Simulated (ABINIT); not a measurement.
# Quasiparticle gap of SiO2 (P3_221) in ABINIT, part 2 of 3

Aim: the G0W0 gap of SiO2 (P3_221) on PBE, step by step.

ABINIT 10.8.3; PBE and many-body steps on it, plane waves. Known limits of the many-body steps: not at the basis limit; coarse k mesh.

So far. Step 2 (Ground state): The gap is indirect, with the least direct gap 0.32 eV higher.

### Step 3. Bands along the symmetry lines

Level of this step: DFT, PBE, plane waves, norm-conserving pseudopotentials (ABINIT).

The cheap functional maps the bands first; the places of the edges decide which points the dearer methods must see.

run.abi reads:

```
acell 3*1.0 Angstrom
rprim 
  4.916359999971 0.000000000007 0.000000000000
  -2.458179999991 4.257692654122 0.000000000000
  0.000000000000 0.000000000000 5.408400000000
ntypat 2
znucl 14 8
natom 9
typat 1 1 1 2 2 2 2 2 2
xred 
  0.469730000000 0.000000000000 0.666666666667
  0.000000000000 0.469730000000 0.333333333333
  0.530270000000 0.530270000000 -0.000000000000
  0.413540000000 0.267580000000 0.785580000000
  0.732420000000 0.145960000000 0.452246666667
  0.854040000000 0.586460000000 0.118913333333
  0.267580000000 0.413540000000 0.214420000000
  0.145960000000 0.732420000000 0.547753333333
  0.586460000000 0.854040000000 0.881086666667
pp_dirpath "pseudos"
pseudos "Si.upf, O.upf"
ecut 36
iscf -2
irdden 1
kptopt 0
nkpt 39
kpt 
  0.00000000 0.00000000 0.00000000
  0.12500000 0.00000000 0.00000000
  0.25000000 0.00000000 0.00000000
  0.37500000 0.00000000 0.00000000
  0.50000000 0.00000000 0.00000000
  0.45833333 0.08333333 0.00000000
  0.41666666 0.16666666 0.00000000
  0.37500000 0.25000000 0.00000000
  0.33333333 0.33333333 0.00000000
  0.25000000 0.25000000 0.00000000
  0.16666666 0.16666666 0.00000000
  0.08333333 0.08333333 0.00000000
  0.00000000 0.00000000 0.00000000
  0.00000000 0.00000000 0.12500000
  0.00000000 0.00000000 0.25000000
  0.00000000 0.00000000 0.37500000
  0.00000000 0.00000000 0.50000000
  0.12500000 0.00000000 0.50000000
  0.25000000 0.00000000 0.50000000
  0.37500000 0.00000000 0.50000000
  0.50000000 0.00000000 0.50000000
  0.45833333 0.08333333 0.50000000
  0.41666666 0.16666666 0.50000000
  0.37500000 0.25000000 0.50000000
  0.33333333 0.33333333 0.50000000
  0.25000000 0.25000000 0.50000000
  0.16666666 0.16666666 0.50000000
  0.08333333 0.08333333 0.50000000
  0.00000000 0.00000000 0.50000000
  0.50000000 0.00000000 0.50000000
  0.50000000 0.00000000 0.37500000
  0.50000000 0.00000000 0.25000000
  0.50000000 0.00000000 0.12500000
  0.50000000 -0.00000000 0.00000000
  0.33333333 0.33333333 0.50000000
  0.33333333 0.33333333 0.37500000
  0.33333333 0.33333333 0.25000000
  0.33333333 0.33333333 0.12500000
  0.33333333 0.33333333 0.00000000
istwfk *1
nband 37
nbdbuf 8
tolwfr 1e-07
nstep 50
prtwf 0
prtvol 0
indata_prefix "in"
outdata_prefix "out"
tmpdata_prefix "tmp"
```

The run is started by

```
> OMP_NUM_THREADS=1 mpirun -n 4 abinit run.abi > log
```

Numbers of over 12 decimals in the logs are rounded to 6 here.

Log:

```text
.Version 10.8.3 of ABINIT. v10.8.2 released Aug 2026.

 Symmetries : space group P3_2 2 1 (#154); Bravais hP (primitive hexag.)
[... echo of the input left out ...]
== DATASET  1 ==================================================================
-   mpi_nproc: 4, omp_nthreads: 1 (-1 if OMP is not activated)

--- !DatasetInfo
iteration_state: {dtset: 1, }
dimensions: {natom: 9, nkpt: 39, mband: 37, nsppol: 1, nspinor: 1, nspden: 1, mpw: 7935, }
cutoff_energies: {ecut:  36.0, pawecutdg:  -1.0, }
electrons: {nelect:   4.80000000E+01, charge:   0.00000000E+00, occopt:   1.00000000E+00, tsmear:   1.00000000E-02, }

 Real(R)+Recip(G) space primitive vectors, cartesian coordinates (Bohr,Bohr^-1):
 R(1)=  9.2905739  0.0000000  0.0000000  G(1)=  0.1076360  0.0621437  0.0000000
 R(2)= -4.6452870  8.0458730  0.0000000  G(2)=  0.0000000  0.1242873  0.0000000
 R(3)=  0.0000000  0.0000000 10.2203948  G(3)=  0.0000000  0.0000000  0.0978436
 Unit cell volume ucvol=  7.6398247E+02 bohr^3
 Angles (23,13,12)=  9.00000000E+01  9.00000000E+01  1.20000000E+02 degrees

 getcut: wavevector=  0.0000  0.0000  0.0000  ngfft=  54  54  60
         ecut(hartree)=     36.000   => boxcut(ratio)=   2.15246

--- Pseudopotential description ------------------------------------------------
- Si Generated using ONCVPSP code by D. R. Hamann
- 14.00000   4.00000  171031                  znucl, zion, pspdat
12 -101130 2 -1 1510                          pspcod,pspxc,lmax,lloc,mmax
     nproj     2     2     2
  pspatm : epsatm=    9.34321561
         --- l  ekb(1:nproj) -->
             0    5.168965    0.829883
             1    2.571282    0.578307
             2   -2.427311   -0.488097
 pspatm: atomic psp has been read  and splines computed

- O Generated using ONCVPSP code by D. R. Hamann
-  8.00000   6.00000  171031                  znucl, zion, pspdat
12 -101130 2 -1 936                           pspcod,pspxc,lmax,lloc,mmax
     nproj     2     2     1
  pspatm : epsatm=    6.19545534
         --- l  ekb(1:nproj) -->
[...]
2   -1.331955
 pspatm: atomic psp has been read  and splines computed

--------------------------------------------------------------------------------

================================================================================
 prteigrs : about to open file out_EIG
 Non-SCF case, kpt    1 (  0.00000  0.00000  0.00000), residuals and eigenvalues=
  2.58E-08  1.69E-08  6.55E-08  5.66E-08  2.50E-08  3.37E-08  1.51E-08  3.56E-08
  4.53E-08  2.63E-08  3.30E-08  9.53E-08  2.86E-08  8.98E-08  2.47E-08  3.40E-08
  3.94E-08  7.85E-08  8.44E-08  3.00E-08  8.78E-08  6.54E-08  3.90E-08  9.57E-08
[...]
3.63E-06  4.66E-05  1.09E-04  2.27E-04  1.41E-03
 -7.0406E-01 -6.4788E-01 -6.4788E-01 -6.2422E-01 -6.2303E-01 -6.2303E-01
 -2.9529E-01 -2.9529E-01 -1.9193E-01 -1.9157E-01 -1.8494E-01 -1.8494E-01
[...]
4.8531E-01

--- !ResultsGS
iteration_state: {dtset: 1, }
comment   : Summary of ground state results
lattice_vectors:
- [  9.2905739,   0.0000000,   0.0000000, ]
- [ -4.6452870,   8.0458730,   0.0000000, ]
- [  0.0000000,   0.0000000,  10.2203948, ]
lattice_lengths: [   9.29057,    9.29057,   10.22039, ]
lattice_angles: [ 90.000,  90.000, 120.000, ] # degrees, (23, 13, 12)
lattice_volume:   7.6398247E+02
convergence: {deltae:  0.000E+00, res2:  0.000E+00, residm:  9.986E-08, diffor:  0.000E+00, }
etotal    :  -1.12355417E+02
entropy   :   0.00000000E+00
fermie    :   7.22210299E-03
cartesian_stress_tensor: null
pressure_GPa: null
xred      :
- [  4.6973E-01,   7.4015E-17,   6.6667E-01, Si]
- [  1.6639E-18,   4.6973E-01,   3.3333E-01, Si]
- [  5.3027E-01,   5.3027E-01,   9.2519E-18, Si]
- [  4.1354E-01,   2.6758E-01,   7.8558E-01,  O]
- [  7.3242E-01,   1.4596E-01,   4.5225E-01,  O]
- [  8.5404E-01,   5.8646E-01,   1.1891E-01,  O]
- [  2.6758E-01,   4.1354E-01,   2.1442E-01,  O]
- [  1.4596E-01,   7.3242E-01,   5.4775E-01,  O]
- [  5.8646E-01,   8.5404E-01,   8.8109E-01,  O]
cartesian_forces: null
force_length_stats: {min: null, max: null, mean: null, }

 Integrated electronic density in atomic spheres:
 ------------------------------------------------
 Atom  Sphere_radius  Integrated_density
[...]
================================================================================

 ----iterations are completed or convergence reached----

 Mean square residual over all n,k,spin=   49.400E-09; max=  99.857E-09
 reduced coordinates (array xred) for    9 atoms
[...]
0.145960000000      0.732420000000      0.547753333333
       0.586460000000      0.854040000000      0.881086666667

 cartesian coordinates (angstrom) at end:
    1      2.309362     3.29e-12     3.605600
    2     -1.154681     1.999966     1.802800
    3      1.303499     2.257727     0.000000
[...]
8     -1.082828     3.118419     2.962469
    9      0.783864     3.636240     4.765269
 length scales=  1.889726125908  1.889726125908  1.889726125908 bohr
              =  1.000000000000  1.000000000000  1.000000000000 angstroms
 prteigrs : about to open file out_EIG
 Eigenvalues (hartree) for nkpt=  39  k points:
 kpt#   1, nband= 37, wtk=  1.00000, kpt=  0.0000  0.0000  0.0000 (reduced coord)
[...]
kpt#   2, nband= 37, wtk=  1.00000, kpt=  0.1250  0.0000  0.0000 (reduced coord)
[...]
kpt#   3, nband= 37, wtk=  1.00000, kpt=  0.2500  0.0000  0.0000 (reduced coord)
[...]
kpt#  38, nband= 37, wtk=  1.00000, kpt=  0.3333  0.3333  0.1250 (reduced coord)
[...]
0.44201    0.46214    0.46747    0.48612    0.48696
 kpt#  39, nband= 37, wtk=  1.00000, kpt=  0.3333  0.3333  0.0000 (reduced coord)
[...]
-0.06818   -0.06242   -0.05562   -0.03780   -0.03780   -0.00873   -0.00873    0.00722
   0.33569    0.33569    0.35394    0.38873    0.39447    0.39447    0.40742    0.40742
   0.44974    0.46113    0.48372    0.48425    0.48531

== END DATASET(S) ==============================================================
================================================================================

 -outvars: echo values of variables after computation  --------
            nband          37
             nkpt          39
          spgroup         154
 [... the other variables as echoed above ...]

 Calculation completed.
```

The job ended after 61 s (4 MPI ranks of Arm Neoverse V1, shared host; peak memory 0.47 GiB; 4 min of CPU time).

This step gave:

```
gap                        : 6.031 eV
k of the valence top       : 0.3333, 0.3333, 0
k of the conduction bottom : 0, 0, 0
least direct gap           : 6.346 eV
```

The gap is 6.031 eV, as in the run before at this level.

Electronic bands along the path, in eV, zero at the top of the highest filled band:

| point | band 21 | band 22 | band 23 | band 24 | band 25 | band 26 | band 27 | band 28 |
| --- | --- | --- | --- | --- | --- | --- | --- | --- |
| Γ | -1.00 | -0.68 | -0.32 | -0.32 | 6.03 | 9.33 | 9.33 | 9.78 |
| M | -1.03 | -0.78 | -0.27 | -0.04 | 8.28 | 9.01 | 9.73 | 9.74 |
| K | -1.23 | -0.43 | -0.43 | 0.00 | 8.94 | 8.94 | 9.43 | 10.38 |
| Γ | -1.00 | -0.68 | -0.32 | -0.32 | 6.03 | 9.33 | 9.33 | 9.78 |
| A | -1.21 | -0.21 | -0.21 | -0.09 | 7.97 | 7.97 | 9.08 | 9.76 |
| L | -0.88 | -0.84 | -0.60 | -0.19 | 8.93 | 9.41 | 9.69 | 9.85 |
| H | -0.93 | -0.76 | -0.58 | -0.58 | 9.02 | 9.81 | 9.81 | 10.12 |
| A | -1.21 | -0.21 | -0.21 | -0.09 | 7.97 | 7.97 | 9.08 | 9.76 |
| jump to L | -0.88 | -0.84 | -0.60 | -0.19 | 8.93 | 9.41 | 9.69 | 9.85 |
| M | -1.03 | -0.78 | -0.27 | -0.04 | 8.28 | 9.01 | 9.73 | 9.74 |
| jump to H | -0.93 | -0.76 | -0.58 | -0.58 | 9.02 | 9.81 | 9.81 | 10.12 |
| K | -1.23 | -0.43 | -0.43 | 0.00 | 8.94 | 8.94 | 9.43 | 10.38 |

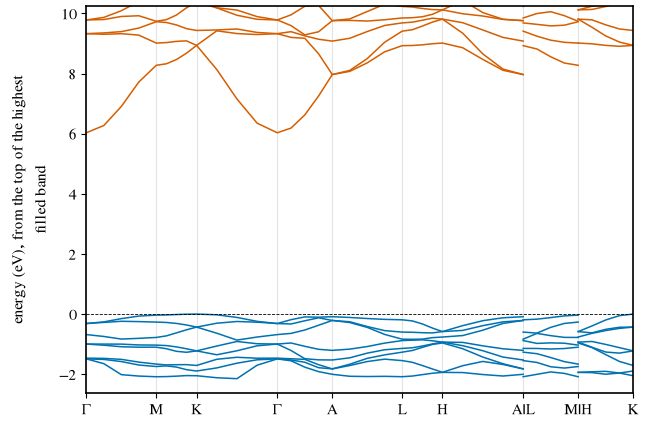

Electronic bands along the path; lines of filled and empty bands in two colours.

### Step 4. Empty states on the mesh, 3×3×2 mesh, 584 bands

The sums over transitions need many empty states on a uniform mesh; this step solves for them.

run.abi reads:

```
acell 3*1.0 Angstrom
rprim 
  4.916359999971 0.000000000007 0.000000000000
  -2.458179999991 4.257692654122 0.000000000000
  0.000000000000 0.000000000000 5.408400000000
ntypat 2
znucl 14 8
natom 9
typat 1 1 1 2 2 2 2 2 2
xred 
  0.469730000000 0.000000000000 0.666666666667
  0.000000000000 0.469730000000 0.333333333333
  0.530270000000 0.530270000000 -0.000000000000
  0.413540000000 0.267580000000 0.785580000000
  0.732420000000 0.145960000000 0.452246666667
  0.854040000000 0.586460000000 0.118913333333
  0.267580000000 0.413540000000 0.214420000000
  0.145960000000 0.732420000000 0.547753333333
  0.586460000000 0.854040000000 0.881086666667
pp_dirpath "pseudos"
pseudos "Si.upf, O.upf"
ecut 36
ngkpt 3 3 2
nshiftk 1
shiftk 0 0 0
kptopt 1
chksymbreak 0
iscf -2
irdden 1
istwfk *1
nband 584
nbdbuf 52
tolwfr 1e-09
nstep 60
prtvol 0
indata_prefix "in"
outdata_prefix "out"
tmpdata_prefix "tmp"
```

Log:

```text
.Version 10.8.3 of ABINIT. v10.8.2 released Aug 2026.

 Symmetries : space group P3_2 2 1 (#154); Bravais hP (primitive hexag.)
[... echo of the input left out ...]
== DATASET  1 ==================================================================
-   mpi_nproc: 4, omp_nthreads: 1 (-1 if OMP is not activated)

--- !DatasetInfo
iteration_state: {dtset: 1, }
dimensions: {natom: 9, nkpt: 6, mband: 584, nsppol: 1, nspinor: 1, nspden: 1, mpw: 7935, }
cutoff_energies: {ecut:  36.0, pawecutdg:  -1.0, }
electrons: {nelect:   4.80000000E+01, charge:   0.00000000E+00, occopt:   1.00000000E+00, tsmear:   1.00000000E-02, }

 Real(R)+Recip(G) space primitive vectors, cartesian coordinates (Bohr,Bohr^-1):
 R(1)=  9.2905739  0.0000000  0.0000000  G(1)=  0.1076360  0.0621437  0.0000000
 R(2)= -4.6452870  8.0458730  0.0000000  G(2)=  0.0000000  0.1242873  0.0000000
 R(3)=  0.0000000  0.0000000 10.2203948  G(3)=  0.0000000  0.0000000  0.0978436
 Unit cell volume ucvol=  7.6398247E+02 bohr^3
 Angles (23,13,12)=  9.00000000E+01  9.00000000E+01  1.20000000E+02 degrees

 getcut: wavevector=  0.0000  0.0000  0.0000  ngfft=  54  54  60
         ecut(hartree)=     36.000   => boxcut(ratio)=   2.15246

--- Pseudopotential description ------------------------------------------------
- Si Generated using ONCVPSP code by D. R. Hamann
- 14.00000   4.00000  171031                  znucl, zion, pspdat
12 -101130 2 -1 1510                          pspcod,pspxc,lmax,lloc,mmax
     nproj     2     2     2
  pspatm : epsatm=    9.34321561
         --- l  ekb(1:nproj) -->
             0    5.168965    0.829883
             1    2.571282    0.578307
             2   -2.427311   -0.488097
 pspatm: atomic psp has been read  and splines computed

- O Generated using ONCVPSP code by D. R. Hamann
-  8.00000   6.00000  171031                  znucl, zion, pspdat
12 -101130 2 -1 936                           pspcod,pspxc,lmax,lloc,mmax
     nproj     2     2     1
  pspatm : epsatm=    6.19545534
         --- l  ekb(1:nproj) -->
[...]
2   -1.331955
 pspatm: atomic psp has been read  and splines computed

--------------------------------------------------------------------------------

================================================================================
 prteigrs : about to open file out_EIG
 Non-SCF case, kpt    1 (  0.00000  0.00000  0.00000), residuals and eigenvalues=
  2.62E-10  3.78E-10  2.94E-10  3.49E-10  4.30E-10  3.19E-10  1.05E-10  1.27E-10
  4.58E-10  1.44E-10  1.08E-10  8.70E-11  8.68E-11  6.68E-11  9.54E-11  7.09E-10
  1.03E-10  9.69E-11  1.23E-10  9.57E-11  1.03E-10  1.11E-10  7.37E-11  1.40E-10
[...]
-7.0406E-01 -6.4788E-01 -6.4788E-01 -6.2422E-01 -6.2303E-01 -6.2303E-01
 -2.9529E-01 -2.9529E-01 -1.9193E-01 -1.9157E-01 -1.8494E-01 -1.8494E-01
 -1.0033E-01 -1.0033E-01 -9.1767E-02 -8.2419E-02 -4.7610E-02 -4.7610E-02
[...]
5.8203E+00  5.8203E+00  5.8792E+00  5.8793E+00  5.8794E+00  5.8971E+00
  5.9101E+00  5.9237E+00  5.9355E+00  5.9367E+00  5.9590E+00  5.9677E+00
  5.9733E+00  6.0077E+00
 prteigrs : prtvol=0 or 1, do not print more k-points.

--- !ResultsGS
iteration_state: {dtset: 1, }
comment   : Summary of ground state results
lattice_vectors:
- [  9.2905739,   0.0000000,   0.0000000, ]
- [ -4.6452870,   8.0458730,   0.0000000, ]
- [  0.0000000,   0.0000000,  10.2203948, ]
lattice_lengths: [   9.29057,    9.29057,   10.22039, ]
lattice_angles: [ 90.000,  90.000, 120.000, ] # degrees, (23, 13, 12)
lattice_volume:   7.6398247E+02
convergence: {deltae:  0.000E+00, res2:  0.000E+00, residm:  9.971E-10, diffor:  0.000E+00, }
etotal    :  -1.12355417E+02
entropy   :   0.00000000E+00
fermie    :   7.22210299E-03
cartesian_stress_tensor: null
pressure_GPa: null
xred      :
- [  4.6973E-01,   7.4015E-17,   6.6667E-01, Si]
- [  1.6639E-18,   4.6973E-01,   3.3333E-01, Si]
- [  5.3027E-01,   5.3027E-01,   9.2519E-18, Si]
- [  4.1354E-01,   2.6758E-01,   7.8558E-01,  O]
- [  7.3242E-01,   1.4596E-01,   4.5225E-01,  O]
- [  8.5404E-01,   5.8646E-01,   1.1891E-01,  O]
- [  2.6758E-01,   4.1354E-01,   2.1442E-01,  O]
- [  1.4596E-01,   7.3242E-01,   5.4775E-01,  O]
- [  5.8646E-01,   8.5404E-01,   8.8109E-01,  O]
cartesian_forces: null
force_length_stats: {min: null, max: null, mean: null, }

 Integrated electronic density in atomic spheres:
 ------------------------------------------------
 Atom  Sphere_radius  Integrated_density
[...]
================================================================================

 ----iterations are completed or convergence reached----

 Mean square residual over all n,k,spin=   29.194E-11; max=  99.707E-11
 reduced coordinates (array xred) for    9 atoms
[...]
0.145960000000      0.732420000000      0.547753333333
       0.586460000000      0.854040000000      0.881086666667

 cartesian coordinates (angstrom) at end:
    1      2.309362     3.29e-12     3.605600
    2     -1.154681     1.999966     1.802800
    3      1.303499     2.257727     0.000000
[...]
8     -1.082828     3.118419     2.962469
    9      0.783864     3.636240     4.765269
 length scales=  1.889726125908  1.889726125908  1.889726125908 bohr
              =  1.000000000000  1.000000000000  1.000000000000 angstroms
 prteigrs : about to open file out_EIG
 Eigenvalues (hartree) for nkpt=   6  k points:
 kpt#   1, nband=584, wtk=  0.05556, kpt=  0.0000  0.0000  0.0000 (reduced coord)
[...]
5.79685    5.80718    5.82029    5.82030    5.87921    5.87926    5.87939    5.89708
   5.91005    5.92370    5.93550    5.93672    5.95897    5.96769    5.97334    6.00774
 prteigrs : prtvol=0 or 1, do not print more k-points.

== END DATASET(S) ==============================================================
================================================================================

 -outvars: echo values of variables after computation  --------
            nband         584
             nkpt           6
          spgroup         154
 [... the other variables as echoed above ...]

 Calculation completed.
```

Run time: 16 min. Hardware: 4 MPI ranks; peak memory 0.8 GiB.

This step gave:

| Property | Result |
| --- | --- |
| gap | 6.031 eV |
| k of the valence top | 0.3333, 0.3333, 0 |
| k of the conduction bottom | 0, 0, 0 |
| least direct gap | 6.346 eV |
| k points computed | 6 |
| lowest point of the top converged band, above the valence top | 150.6474 eV |

On this mesh the gap is 6.031 eV.

### Step 5. Screening, 3×3×2 mesh, 532 bands, screening to 274.8 eV

The RPA dielectric matrix is built and inverted for each q.

This step: RPA screening on PBE, plane waves, norm-conserving pseudopotentials.

run.abi: that of step 4 with these lines changed.

```diff
@@ -27,10 +27,11 @@
 chksymbreak 0
-iscf -2
-irdden 1
 istwfk *1
-nband 584
-nbdbuf 52
-tolwfr 1e-09
-nstep 60
-prtvol 0
+occopt 1
+irdwfk 1
+optdriver 3
+nband 532
+ecuteps 10.1
+inclvkb 2
+awtr 1
+symchi 1
 indata_prefix "in"
```

Log:

```text
.Version 10.8.3 of ABINIT. v10.8.2 released Aug 2026.

 Symmetries : space group P3_2 2 1 (#154); Bravais hP (primitive hexag.)
[... echo of the input left out ...]
== DATASET  1 ==================================================================
-   mpi_nproc: 4, omp_nthreads: 1 (-1 if OMP is not activated)

--- !DatasetInfo
iteration_state: {dtset: 1, }
dimensions: {natom: 9, nkpt: 6, mband: 532, nsppol: 1, nspinor: 1, nspden: 1, mpw: 7935, }
cutoff_energies: {ecut:  36.0, pawecutdg:  -1.0, }
electrons: {nelect:   4.80000000E+01, charge:   0.00000000E+00, occopt:   1.00000000E+00, tsmear:   1.00000000E-02, }

 SCREENING: Calculation of the susceptibility and dielectric matrices

 Based on a program developped by R.W. Godby, V. Olevano, G. Onida, and L. Reining.
 Incorporated in ABINIT by V. Olevano, G.-M. Rignanese, and M. Torrent.
.Using double precision arithmetic ; gwpc =  8

[... cell and pseudopotentials left out ...]
--------------------------------------------------------------------------------

 ==== K-mesh for the wavefunctions ====
 Number of points in the irreducible wedge :     6
[... list of points left out ...]
 Together with  6 symmetry operations and time-reversal symmetry
 yields    18 points in the full Brillouin Zone.

 ==== Q-mesh for the screening function ====
 Number of points in the irreducible wedge :     6
[... list of points left out ...]
 Together with  6 symmetry operations and time-reversal symmetry
 yields    18 points in the full Brillouin Zone.

 setmesh: FFT mesh size selected  =    36x   36x   45
          total number of points  =        58320

 vcoul_init : cutoff-mode = AUXILIARY_FUNCTION
 q-points for optical limit:   1
     1)      0.000010    0.000020    0.000030

- screening: taking advantage of time-reversal symmetry
- Maximum band index for partially occupied states nbvw = 24
- Remaining bands to be divided among processors   nbcw = 508
- Number of bands treated by each node ~127

 Number of electrons calculated from density =   48.0000; Expected =   48.0000
 average of density, n =  0.062829
 r_s =    1.5605
 omega_plasma =   24.1788 [eV]

 calculating chi0 at frequencies [eV] :
  1    0.000000E+00    0.000000E+00
  2    0.000000E+00    2.417879E+01

--------------------------------------------------------------------------------
  q-point number  1        q = ( 0.000000, 0.000000, 0.000000) [r.l.u.]
--------------------------------------------------------------------------------
[... chi0 elements left out ...]
 For q-point:  0.000010 0.000020 0.000030
  dielectric constant =   2.3222
  dielectric constant without local fields =   2.5455

  Average fulfillment of the sum rule on Im[epsilon] for q-point    1 :     86.56  [%]
[... wings left out ...]
  q-point number  2        q = ( 0.333333, 0.000000, 0.000000) [r.l.u.]
--------------------------------------------------------------------------------
[... chi0 elements left out ...]
  Average fulfillment of the sum rule on Im[epsilon] for q-point    2 :     89.06  [%]

 [... 4 further q-points ...]
```

Wall time 17 min (4 MPI ranks); peak memory 4.4 GiB.

This step gave:

```
ε∞ with local fields, on this mesh, along the program's q direction : 2.322
the same without local fields                                       : 2.546
plasma frequency                                                    : 24.18 eV
plane waves in the screening matrix                                 : 1155
```

Local fields lower ε∞ by 9 %. On a Γ-centred mesh this coarse the value itself is usually too large, while a short band sum pulls it down.

(Continued in part 3 of 3.)

[Paths, hosts, dates, memory and timing lines, banners, echoed tables and standing remarks are left out of the program output.]

[Logs are printed without paths, hosts, clocks, repeated set-up lines and the standing remarks that a program may print on its own settings, such as how far it seeks lower states.]

[Runs of the session that timed out or met a known fault of the program may be left out.]

[Hosts, paths, dates, database ids (printed as entryN), source tags and the programs' standing remarks are cut or masked in the printed files.]

[G0W0 gaps are taken among the corrected bands and points alone; a level outside them can change the order at an edge.]

[Where Ansatz stands beside ABINIT at settings called matched, ABINIT's density can come from a denser mesh and the files from another edition; pairs whose starting gaps differed by over 0.03 eV were left out, so agreement reads better than it is.]
